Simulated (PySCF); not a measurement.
Vertical excitations of a molecule C4H4OSe from TDDFT-CAM-B3LYP/def2-SVPD (PySCF), as energy in eV (oscillator strength): 3.87 (0.001), 4.36 (0.041), 4.36 (0.000), 5.68 (0.129), 5.99 (0.282), 6.39 (0.035), 6.45 (0.000), 6.73 (0.000), 6.82 (0.031), 7.31 (0.115). Lowest triplet (TDA): 3.48 eV. The structure is a stationary point at PBE0-D3(BJ)/def2-SVP. One conformer was computed; it need not be the lowest.

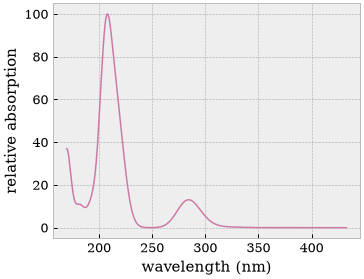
Figure. The lines broadened by 0.4 eV.

Task: Identify the compound among the candidates.
(A) C#C[C@H]([SeH])C=O
(B) C=C1C[Se]C1=O
(C) [SeH]c1ccoc1
(D) C=C1OC=C[Se]1

Result: B, C=C1C[Se]C1=O
